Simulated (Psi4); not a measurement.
# A workflow on C2H5Ga (SMILES C=[CH][GaH2])

Aim: a series of 9 runs (PBE0-D4/def2-TZVP, PBE-D4/def2-TZVPP, r2SCAN-D4/def2-TZVPP, B3LYP-D4/def2-TZVPP, PBE0-D4/def2-TZVPP, wB97M-V/def2-TZVPP, CCSD(T)/def2-TZVPP, MP2/def2-QZVPP) of C2H5Ga. Input form: a Python script.

The calculation is run with Psi4 1.11.

## (1) Starting point

C2H5Ga has 8 atoms, charge 0, and is taken as a singlet. As SMILES, `C=[CH][GaH2]`. The run starts from this shape.

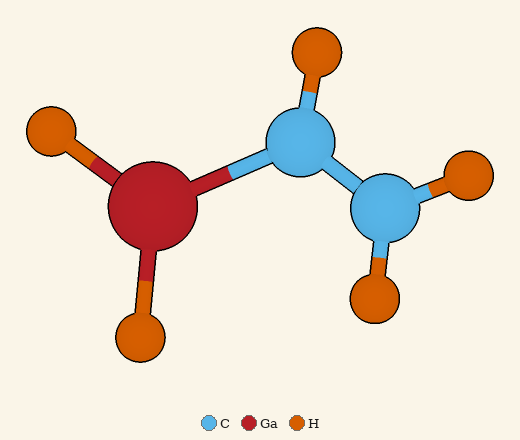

Viewed from a chosen angle; carbon blue, gallium red, hydrogen orange.

## (2) A structure relaxation at PBE0-D4/def2-TZVP (density fitting) (run 2)

calc.py

```python
import psi4

psi4.set_memory('3300 MB')
psi4.set_num_threads(2)
psi4.set_output_file('psi4.out', False)

molecule = psi4.geometry("""
0 1
C     -0.569650     1.056490    -0.695300
C     -0.454830     0.361470     0.437460
Ga     0.710360    -1.199450     0.528190
H     -0.024250     0.778960    -1.594490
H     -1.209310     1.932690    -0.784370
H     -1.031010     0.697900     1.297740
H      1.485620    -1.577230    -0.786000
H      0.871020    -2.040010     1.843300
symmetry c1
""")

options = {'basis': 'def2-TZVP', 'scf_type': 'df', 'geom_maxiter': 50, 'max_force_g_convergence': 0.0002}
psi4.set_options(options)

energy_value = psi4.optimize('pbe0-d4')
print(f'pbe0-d4 energy: {energy_value:.10f} Eh')
print(molecule.to_string(dtype='xyz', units='Angstrom'))
```

On the command line:

```sh
$ python calc.py
```

psi4.out:

```text
[...]
  Running in c1 symmetry.
[...]
  Nuclear repulsion =  154.493843195902457
[...]
  Multiplicity = 1
[...]
  Nalpha       = 24
  Nbeta        = 24
[...]
    Number of basis functions: 140
[...]
   @DF-RKS iter   1: -2001.52475184409013   -1.50238e+00   2.38663e-02 ADIIS/DIIS
[...]
   @DF-RKS iter  13: -2003.69942329203172   -5.00222e-12   1.57075e-09 DIIS
[...]
    Orbital Energies [Eh]
    ---------------------
    Doubly Occupied:
       1A   -372.890261     2A    -46.038047     3A    -40.753232
       4A    -40.748709     5A    -40.748409     6A    -10.234963
       7A    -10.220490     8A     -5.549367     9A     -3.823737
      10A     -3.811799    11A     -3.811151    12A     -0.851161
      13A     -0.844543    14A     -0.844411    15A     -0.841399
      16A     -0.838752    17A     -0.781141    18A     -0.585708
      19A     -0.486735    20A     -0.445074    21A     -0.401900
      22A     -0.308294    23A     -0.299184    24A     -0.295212
[...]
  @DF-RKS Final Energy: -2003.69942329203172
   => Energetics <=
    Nuclear Repulsion Energy =            154.4938431959024570
    One-Electron Energy =               -3097.1641967324940197
    Two-Electron Energy =                1004.9748367582463970
    DFT Exchange-Correlation Energy =     -65.9997306252264764
    Empirical Dispersion Energy =          -0.0041758884604293
    VV10 Nonlocal Energy =                  0.0000000000000000
    Total Energy =                      -2003.6994232920317245
[...]
 Multipole Moments:
 ------------------------------------------------------------------------------------
     Multipole            Electronic (a.u.)      Nuclear  (a.u.)        Total (a.u.)
 ------------------------------------------------------------------------------------
 L = 1.  Multiply by 2.5417464519 to convert [e a0] to [Debye]
 Dipole X            :          3.6780457           -3.8654846           -0.1874389
 Dipole Y            :         -6.1401806            6.4060289            0.2658483
 Dipole Z            :          2.8021299           -2.8478754           -0.0457456
 Magnitude           :                                                    0.3284834
[...]
  -Total Gradient:
     Atom            X                  Y                   Z
    ------   -----------------  -----------------  -----------------
       1       -0.000016624107     0.000054481517    -0.000062259666
       2       -0.000006939786    -0.000026703350     0.000070419117
       3        0.000068921244    -0.000131332435     0.000041043492
       4       -0.000010619351     0.000005946198     0.000019902059
       5        0.000022461417    -0.000033695226     0.000008416187
       6        0.000008548403     0.000007132835    -0.000032326715
       7       -0.000042040549     0.000073942324    -0.000025982086
       8       -0.000033345898     0.000046131255     0.000015268719
[...]
    Final optimized geometry and variables:
    Molecular point group: c1
    Full point group: C1
    Geometry (in Angstrom), charge = 0, multiplicity = 1:
    C           -0.944897424272     1.728840093612    -1.035092932859
    C           -0.830077424272     1.033820093612     0.097667067141
    GA           0.335112575728    -0.527099906388     0.188397067141
    H           -0.399497424272     1.451310093612    -1.934282932859
    H           -1.584557424272     2.605040093612    -1.124162932859
    H           -1.406257424272     1.370250093612     0.957947067141
    H            1.110372575728    -0.904879906388    -1.125792932859
    H            0.495772575728    -1.367659906388     1.503507067141
```

On the terminal:

```text
Optimizer: Optimization complete!
pbe0-d4 energy: -2003.6994232920 Eh
8
0 1 C2GaH5
C                    -0.944897424272     1.728840093612    -1.035092932859
C                    -0.830077424272     1.033820093612     0.097667067141
Ga                    0.335112575728    -0.527099906388     0.188397067141
H                    -0.399497424272     1.451310093612    -1.934282932859
H                    -1.584557424272     2.605040093612    -1.124162932859
H                    -1.406257424272     1.370250093612     0.957947067141
H                     1.110372575728    -0.904879906388    -1.125792932859
H                     0.495772575728    -1.367659906388     1.503507067141
```

It took 20 s on 2 threads of AMD EPYC 7R43 (Zen 3), shared host; peak memory 0.92 GiB.

## (3) The harmonic vibrations at PBE0-D4/def2-TZVP (density fitting) (run 3)

calc.py

```python
import psi4

psi4.set_memory('3300 MB')
psi4.set_num_threads(2)
psi4.core.set_output_file('psi4.out', False)

mol = psi4.geometry("""
0 1
C     -0.569650     1.056490    -0.695300
C     -0.454830     0.361470     0.437460
Ga     0.710360    -1.199450     0.528190
H     -0.024250     0.778960    -1.594490
H     -1.209310     1.932690    -0.784370
H     -1.031010     0.697900     1.297740
H      1.485620    -1.577230    -0.786000
H      0.871020    -2.040010     1.843300
symmetry c1
""")

psi4.set_options({
    'basis': 'def2-TZVP',
    'scf_type': 'df',
    'rotational_symmetry_number': 1,
})

E, wfn = psi4.frequency('pbe0-d4', return_wfn=True)
print('E =', round(E, 9))
print('wavenumbers / cm^-1:', wfn.frequencies().np.round(1))
for k in ('ZPVE', 'ENTHALPY', 'GIBBS FREE ENERGY'):
    print(f'{k}: {psi4.variable(k):.8f} Eh')
```

On the command line:

```sh
$ python calc.py
```

psi4.out:

```text
[...]
  Running in c1 symmetry.
[...]
  Nuclear repulsion =  154.493843195902457
[...]
  Multiplicity = 1
[...]
  Nalpha       = 24
  Nbeta        = 24
[...]
    Number of basis functions: 140
[...]
   @DF-RKS iter   1: -2001.52475184423724   -1.50238e+00   2.38663e-02 ADIIS/DIIS
[...]
   @DF-RKS iter  13: -2003.69942208563907   -3.18323e-12   1.57580e-09 DIIS
[...]
  @DF-RKS Final Energy: -2003.69942208563907
   => Energetics <=
    Nuclear Repulsion Energy =            154.5156944942895905
    One-Electron Energy =               -3097.2091947820181304
    Two-Electron Energy =                1004.9984259183220274
    DFT Exchange-Correlation Energy =     -66.0001715150865493
    Empirical Dispersion Energy =          -0.0041762011460688
    VV10 Nonlocal Energy =                  0.0000000000000000
    Total Energy =                      -2003.6994220856390712
[...]
 Multipole Moments:
 ------------------------------------------------------------------------------------
     Multipole            Electronic (a.u.)      Nuclear  (a.u.)        Total (a.u.)
 ------------------------------------------------------------------------------------
 L = 1.  Multiply by 2.5417464519 to convert [e a0] to [Debye]
 Dipole X            :          3.6783993           -3.8654846           -0.1870853
 Dipole Y            :         -6.1406525            6.4060289            0.2653763
 Dipole Z            :          2.8022067           -2.8478754           -0.0456687
 Magnitude           :                                                    0.3278889
[...]
  -Total Gradient:
     Atom            X                  Y                   Z
    ------   -----------------  -----------------  -----------------
       1       -0.000014020561     0.000049281876    -0.000060834515
       2       -0.000016558655    -0.000014803681     0.000065266852
       3        0.000281625038    -0.000409419879     0.000046976363
       4       -0.000010125933     0.000003874468     0.000019208327
       5        0.000023551839    -0.000033934993     0.000009955850
       6        0.000011521050     0.000003973663    -0.000029120982
       7       -0.000236863163     0.000143472899     0.000360580800
       8       -0.000048915341     0.000253638796    -0.000377542521
[...]
  ==> Harmonic Vibrational Analysis <==
[...]
  Freq [cm^-1]                 161.6738            217.3826            433.9051
[...]
  IR activ [km/mol]             0.0023              1.5484              0.0316
[...]
  Freq [cm^-1]                 473.1507            597.8871            630.2155
[...]
  IR activ [km/mol]            60.5361             54.5857             144.3271
[...]
  Freq [cm^-1]                 750.7117           1008.9864           1015.3333
[...]
  IR activ [km/mol]            152.7532            12.0232             33.9376
[...]
  Freq [cm^-1]                1057.9694           1282.5984           1434.9136
[...]
  IR activ [km/mol]            14.1920              2.7508             21.2373
[...]
  Freq [cm^-1]                1647.1188           1960.2425           1970.9743
[...]
  IR activ [km/mol]            14.3956             157.8006            215.9953
[...]
  Freq [cm^-1]                3112.9009           3141.5216           3194.4601
[...]
  IR activ [km/mol]            23.9272              8.9912             13.7591
[...]
  Total E_0, Enthalpy at 0 [K]                                                        -2003.64453780 [Eh]
[...]
  Total H, Enthalpy at  298.15 [K]                                                    -2003.63856000 [Eh]
[...]
  Total G, Gibbs energy at  298.15 [K]                                                -2003.67230788 [Eh]
[...]
```

The script printed:

```text
Warning: used thermodynamics relations inappropriate for low-frequency modes: ['161.6738' '217.3826' '433.9051' '473.1507' '597.8871']
E = -2003.699423292
wavenumbers / cm^-1: [ 161.7  217.4  433.9  473.2  597.9  630.2  750.7 1009.  1015.3 1058.
 1282.6 1434.9 1647.1 1960.2 1971.  3112.9 3141.5 3194.5]
ZPVE: 0.05488549 Eh
ENTHALPY: -2003.63856000 Eh
GIBBS FREE ENERGY: -2003.67230788 Eh
```

It took 8.7 min on 2 threads of AMD EPYC 7R43 (Zen 3), shared host; peak memory 1.1 GiB.

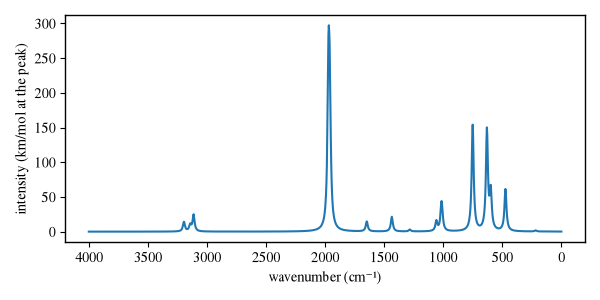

Harmonic infrared spectrum, unscaled, lines broadened by 10 cm⁻¹.

Runs 4 to 5 aren't shown in full; the table further down has their settings and results.

## (4) A single-point energy at B3LYP-D4/def2-TZVPP (density fitting) (run 6)

c2h5ga.py

```python
import psi4

psi4.set_memory('3300 MB')
psi4.set_num_threads(2)
psi4.core.set_output_file('output.dat', False)

molecule = psi4.geometry("""
0 1
C     -0.569650     1.056490    -0.695300
C     -0.454830     0.361470     0.437460
Ga     0.710360    -1.199450     0.528190
H     -0.024250     0.778960    -1.594490
H     -1.209310     1.932690    -0.784370
H     -1.031010     0.697900     1.297740
H      1.485620    -1.577230    -0.786000
H      0.871020    -2.040010     1.843300
symmetry c1
""")

options = {'scf_type': 'df', 'dft_radial_points': 99, 'dft_spherical_points': 590}
psi4.set_options(options)

result = psi4.energy('b3lyp-d4/def2-TZVPP')
print('E =', round(result, 9))
```

On the command line:

```sh
$ python c2h5ga.py
```

output.dat:

```text
[...]
  Running in c1 symmetry.
[...]
  Nuclear repulsion =  154.493843195902457
[...]
  Multiplicity = 1
[...]
  Nalpha       = 24
  Nbeta        = 24
[...]
    Number of basis functions: 180
[...]
   @DF-RKS iter   1: -2001.84476997054389   -1.36274e+00   1.88868e-02 DIIS/ADIIS
[...]
   @DF-RKS iter  11: -2004.12115569893012   -2.06473e-08   4.76671e-07 DIIS
[...]
    Orbital Energies [Eh]
    ---------------------
    Doubly Occupied:
       1A   -372.546530     2A    -45.910792     3A    -40.665230
       4A    -40.660686     5A    -40.660401     6A    -10.186310
       7A    -10.169648     8A     -5.487286     9A     -3.777764
      10A     -3.766020    11A     -3.765433    12A     -0.831164
      13A     -0.824608    14A     -0.824504    15A     -0.821709
      16A     -0.819189    17A     -0.760997    18A     -0.571531
      19A     -0.476005    20A     -0.436516    21A     -0.394039
      22A     -0.301478    23A     -0.290611    24A     -0.288205
[...]
  @DF-RKS Final Energy: -2004.12115569893012
   => Energetics <=
    Nuclear Repulsion Energy =            154.4938431959024570
    One-Electron Energy =               -3096.8831472645088070
    Two-Electron Energy =                1008.9636613901144528
    DFT Exchange-Correlation Energy =     -70.6873988133218063
    Empirical Dispersion Energy =          -0.0081142071164996
    VV10 Nonlocal Energy =                  0.0000000000000000
    Total Energy =                      -2004.1211556989301243
[...]
 Multipole Moments:
 ------------------------------------------------------------------------------------
     Multipole            Electronic (a.u.)      Nuclear  (a.u.)        Total (a.u.)
 ------------------------------------------------------------------------------------
 L = 1.  Multiply by 2.5417464519 to convert [e a0] to [Debye]
 Dipole X            :          3.6748650           -3.8654846           -0.1906196
 Dipole Y            :         -6.1356251            6.4060289            0.2704038
 Dipole Z            :          2.8012739           -2.8478754           -0.0466015
 Magnitude           :                                                    0.3341044
[...]
```

On the terminal:

```text
E = -2004.121155699
```

Run time: 34 s. Hardware: 2 threads of AMD EPYC 7R43 (Zen 3), shared host; peak memory 2.1 GiB.

Runs 7 to 9 aren't shown in full; the table further down has their settings and results.

## (5) The energy at MP2/def2-QZVPP (density fitting, density fitting for correlation) (run 10)

job.py

```python
import psi4

psi4.set_memory('3300 MB')
psi4.set_num_threads(2)
psi4.core.set_output_file('psi4.out', False)

mol = psi4.geometry("""
0 1
C
C 1 1.333935
Ga 2 1.949967 1 120.53223
H 1 1.08767 2 121.73054 3 0.01366
H 1 1.088497 4 115.62116 2 179.99956
H 2 1.088692 1 117.67523 4 179.99769
H 3 1.571891 2 116.62783 6 179.98866
H 3 1.569034 7 121.433 4 -179.96234
symmetry c1
""")

psi4.set_options({
    'basis': 'def2-QZVPP',
    'reference': 'rhf',
    'scf_type': 'df',
    'num_frozen_docc': 11,
})

result = psi4.energy('mp2')
print('E =', round(result, 9))
```

On the command line:

```sh
$ python job.py
```

psi4.out:

```text
[...]
  Running in c1 symmetry.
[...]
  Nuclear repulsion =  154.493827827805944
[...]
  Multiplicity = 1
[...]
  Nalpha       = 24
  Nbeta        = 24
[...]
    Number of basis functions: 353
[...]
   @DF-RHF iter   1: -2000.03770190464570   -2.79685e+00   9.81780e-03 DIIS/ADIIS
[...]
   @DF-RHF iter  13: -2001.92466888283388   -1.95541e-11   2.32695e-09 DIIS
[...]
    Orbital Energies [Eh]
    ---------------------
    Doubly Occupied:
       1A   -378.800033     2A    -48.152465     3A    -42.481613
       4A    -42.478282     5A    -42.477978     6A    -11.241408
       7A    -11.215887     8A     -6.380933     9A     -4.477149
      10A     -4.470627    11A     -4.470095    12A     -1.190938
      13A     -1.185996    14A     -1.185791    15A     -1.181966
      16A     -1.180469    17A     -1.026986    18A     -0.772482
      19A     -0.637420    20A     -0.587203    21A     -0.537824
      22A     -0.422254    23A     -0.408402    24A     -0.381365
[...]
  @DF-RHF Final Energy: -2001.92466888283388
   => Energetics <=
    Nuclear Repulsion Energy =            154.4938278278059443
    One-Electron Energy =               -3098.1458694136704253
    Two-Electron Energy =                 941.7273727030307100
    Total Energy =                      -2001.9246688828338847
[...]
 Multipole Moments:
 ------------------------------------------------------------------------------------
     Multipole            Electronic (a.u.)      Nuclear  (a.u.)        Total (a.u.)
 ------------------------------------------------------------------------------------
 L = 1.  Multiply by 2.5417464519 to convert [e a0] to [Debye]
 Dipole X            :         -0.0008982            0.0007045           -0.0001938
 Dipole Y            :         -4.9589232            5.1976562            0.2387330
 Dipole Z            :          5.9124627           -6.0888390           -0.1763763
 Magnitude           :                                                    0.2968199
[...]
```

On the terminal:

```text
E = -2002.751433562
```

Run time: 10 s. Hardware: 2 threads of AMD EPYC 7R43 (Zen 3), shared host; peak memory 1.2 GiB.

## (6) All runs side by side

```csv
run,level,task,geom maxiter,energy (Eh),dipole moment (D),HOMO energy (eV),LUMO energy (eV),wall time
2,PBE0-D4/def2-TZVP (density fitting),optimise,50,-2003.699423,0.83,-8.03,-1.74,20 s
3,PBE0-D4/def2-TZVP (density fitting),frequencies,–,-2003.699423,0.83,–,–,8.7 min
4,PBE-D4/def2-TZVPP (density fitting),energy,–,-2003.649403,0.90,-6.78,-2.59,28 s
5,r2SCAN-D4/def2-TZVPP (density fitting),energy,–,-2003.990719,0.89,-7.05,-2.37,83 s
6,B3LYP-D4/def2-TZVPP (density fitting),energy,–,-2004.121156,0.85,-7.84,-2.01,34 s
7,PBE0-D4/def2-TZVPP (density fitting),properties,–,-2003.700879,0.83,-8.03,-1.74,31 s
8,wB97M-V/def2-TZVPP (density fitting),energy,–,-2003.900658,0.76,-10.31,0.00,1.8 min
9,"CCSD(T)/def2-TZVPP (density fitting, density fitting for correlation)",energy,–,-2002.489370,–,-10.38,1.20,5.1 min
10,"MP2/def2-QZVPP (density fitting, density fitting for correlation)",energy,–,-2002.751434,–,-10.38,0.99,10 s
```

## (7) Outcome

| quantity | value |
| --- | --- |
| run 10, MP2/def2-QZVPP: total energy | -2002.75143 Eh |
| run 10, MP2/def2-QZVPP: HOMO energy (Hartree–Fock orbitals) | -10.38 eV |
| run 10, MP2/def2-QZVPP: LUMO energy (Hartree–Fock orbitals) | 0.99 eV |
| run 10, MP2/def2-QZVPP: HOMO–LUMO gap (Hartree–Fock orbitals) | 11.37 eV |
| run 10, MP2/def2-QZVPP: correlation energy (11 core orbitals frozen) | -826.8 mEh |

Over runs 2, 3, 4, 5, 6, 7, 8 the dipole moment (its size) runs from 0.76 D (wB97M-V/def2-TZVPP) to 0.90 D (PBE-D4/def2-TZVPP). Over runs 2, 4, 5, 6, 7, 8 the HOMO–LUMO gap runs from 4.19 eV (PBE-D4/def2-TZVPP) to 10.31 eV (wB97M-V/def2-TZVPP). Totals of different functionals can't be ranked against each other. All runs together took 19 min, the longest 8.7 min.
